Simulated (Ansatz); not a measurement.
# SiO2 (SMILES O=[Si]=O): CCSDT(Q)/STO-3G

Aim: the vertical ionisation energy of SiO2 at CCSDT(Q)/STO-3G, from 2 runs. 

Program for the calculation: Ansatz 0.2.0.

37 further runs of the same task are left out: 8 that didn't finish, 29 set aside as unsound or not needed.

### Step 1. Starting point

SiO2: 3 atoms, total charge 0, spin state singlet. As SMILES, `O=[Si]=O`. The shape is that of a GFN2-xTB optimisation.

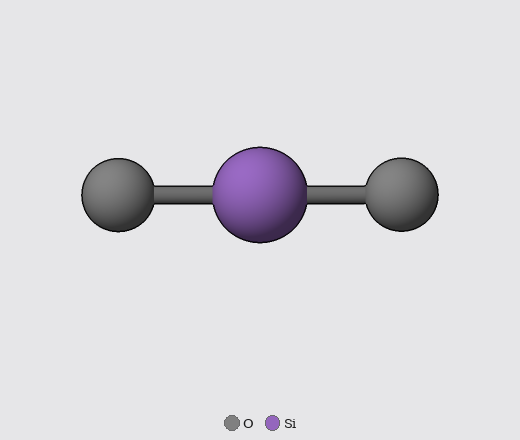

Viewed from a chosen angle; oxygen grey, silicon purple.

### Step 2. A single-point energy at CCSDT(Q)/STO-3G

The input, molecule.yaml:

```yaml
crystal:
  periodic: [false, false, false]
  atoms:
    - {symbol: O, position_ang: [0.691230, 1.217290, 0.513740]}
    - {symbol: Si, position_ang: [-0.000730, 0.000440, -0.000160]}
    - {symbol: O, position_ang: [-0.690510, -1.217740, -0.513580]}
basis:
  gaussian:
    orbitals: STO-3G
accuracy: high
scf:
  omitted_lower_state_checks: [cluster_reference, increment]
correlation:
  method: ccsdt_q
  frozen_orbitals: {O: 1, Si: 5}
```

Run with:

```sh
$ ansatz run molecule.yaml --threads 1 --pin off --max-ram 2610MiB --events-out events.jsonl --progress --plain --runs-dir runs
```

The log of the run, cut to the lines that bear on the results:

```text
Warning: RAYON_NUM_THREADS=1 ignored (pool sized by the plan → 1); use --threads N
Functional definition: HF
  name "HF"
[...]
324 factors; integrals over basis functions are off by at most 2.5e-8 eV
[...]
mean field -11786.17396341 eV, -433.1339041998 hartree, gradient 1.2e-8 eV, S^2 0.000000; 0 other end points of the search recorded, 0 dependent functions left out
7 core orbitals not correlated: weight in the atoms' cores, before any rotation towards them, 1.000 or more for the frozen orbitals, at most 0.000 for the correlated occupied ones
reference -11786.17396341 eV, -433.1339041998 hartree; 8, 8 occupied and 4, 4 virtual orbitals, 324 factors
second order -5.57591935 eV of doubles, -0.00000000 eV of singles
cycle   1  -4.15272606 eV  change     1.4e0 eV  update   3.0e-1
[...]
cycle  27  -6.08168828 eV  change  -1.1e-10 eV  update   1.8e-9
perturbative correction -0.04760926 eV, -0.0017496079 hartree
Total energy: -11792.30326095 eV, -433.3591517298 hartree
Checks for a lower state left out: cluster_reference, increment
```

Wall time 0.85 s (1 thread of AMD EPYC 7R43 (Zen 3), shared host).

### Step 3. The doublet cation

The input, in.yaml:

```yaml
crystal:
  periodic: [false, false, false]
  atoms:
    - {symbol: O, position_ang: [0.691230, 1.217290, 0.513740]}
    - {symbol: Si, position_ang: [-0.000730, 0.000440, -0.000160]}
    - {symbol: O, position_ang: [-0.690510, -1.217740, -0.513580]}
basis:
  gaussian: {orbitals: STO-3G}
accuracy: high
scf: {omitted_lower_state_checks: [cluster_reference, increment]}
magnetization: {spin_polarized: true, initial_magnetization: 1}
total_charge: 1
correlation: {method: ccsdt_q, frozen_orbitals: {O: 1, Si: 5}}
```

Run with:

```sh
$ ansatz run in.yaml --threads 1 --pin off --max-ram 2610MiB --events-out events.jsonl --progress --plain --runs-dir runs
```

The log of the run:

```text
Warning: RAYON_NUM_THREADS=1 ignored (pool sized by the plan → 1); use --threads N
[... 15 lines left out ...]
7 core orbitals not correlated: weight in the atoms' cores, before any rotation towards them, 1.000 or more for the frozen orbitals, at most 0.000 for the correlated occupied ones
[... 42 lines left out ...]
Total energy: -11786.06158812 eV, -433.1297744839 hartree
Checks for a lower state left out: cluster_reference, increment
```

It took 5.4 s on 1 thread of AMD EPYC 7R43 (Zen 3), shared host; peak memory 0.16 GiB.

### Step 4. Summary of results

Level: CCSDT(Q)/STO-3G, 7 core orbitals frozen.

```
                                                   quantity          value
                                 singlet SiO2: total energy  -433.35915 Eh
  singlet SiO2: correlation energy (7 core orbitals frozen)     -225.2 mEh
                                singlet SiO2: T1 diagnostic          0.037
                               doublet cation: total energy  -433.12977 Eh
doublet cation: correlation energy (7 core orbitals frozen)     -180.7 mEh
          doublet cation: ⟨S²⟩ of the reference determinant          1.203
                              doublet cation: T1 diagnostic          0.068
         vertical ionisation energy (to the doublet cation)       6.242 eV
```

In words: The vertical ionisation energy comes to 6.24 eV (144 kcal/mol). In a minimal basis such a difference can be off by several eV, whatever the method. The T1 diagnostic (singlet SiO2) of 0.037 is above the customary mark for such species, so a single reference may not serve. ⟨S²⟩ (doublet cation) is 1.20 where a pure doublet has 0.75: the reference is spin-contaminated. The T1 diagnostic (doublet cation) of 0.068 is above the customary mark for such species, so a single reference may not serve.
